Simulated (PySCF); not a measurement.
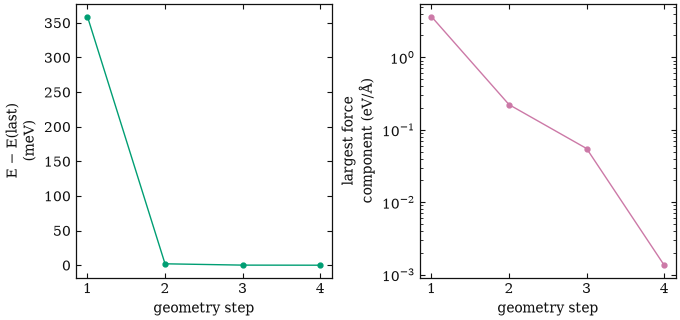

History of a geometry optimisation. The run: OsS2 molecule (charge +1), multiplicity 4, by UKS-based PBE, Os def2-SVP with ECP60, S def2-SVP; non-relativistic Hamiltonian with scalar-relativistic core potentials; density fitting in PySCF 2.14.0. The start has point group D∞h, which is kept. A held symmetry can leave a saddle point.

The optimisation met its thresholds at geometry 4, counting the start as the first. The energy fell by about 360 meV from the first step to the last. The largest force component goes from about 3.6 eV/Å at the start to 1.3 × 10⁻³ eV/Å at the end.
